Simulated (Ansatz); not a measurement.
```xyz
5

Si   -0.0246    0.0000   -0.0173
F     0.0006    0.0000    1.5916
F     1.5008    0.0000   -0.5295
H    -0.6764    1.2424   -0.4784
H    -0.6764   -1.2424   -0.4784
```

Level of theory: RKS r2SCANh/def2-SVP in Ansatz.

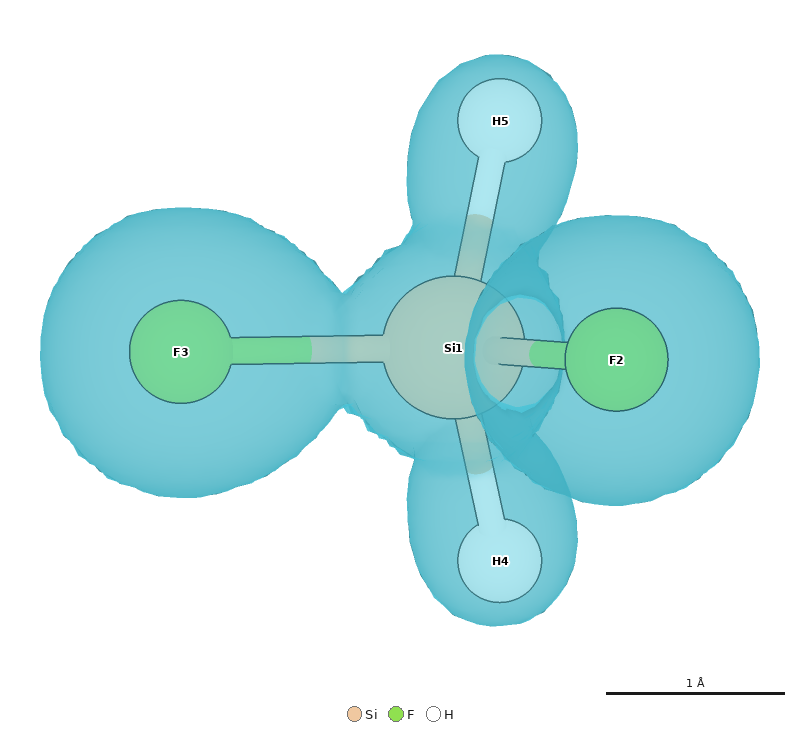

F$_{2}$H$_{2}$Si. Isosurface of the total electron density at 0.6 e/Å³ (cyan), seen at a tilt.

> Which contacts does the surface bridge?

At this value the surface is in one piece. It bridges the sampled Si–F (1.61 Å) and Si–H (1.48 Å) contacts, where the density stays above the isovalue. On the grid the lowest density along these lines, outside the cores, is 0.86 e/Å³ (Si–F, 1.61 Å) and 0.81 e/Å³ (Si–H, 1.48 Å).
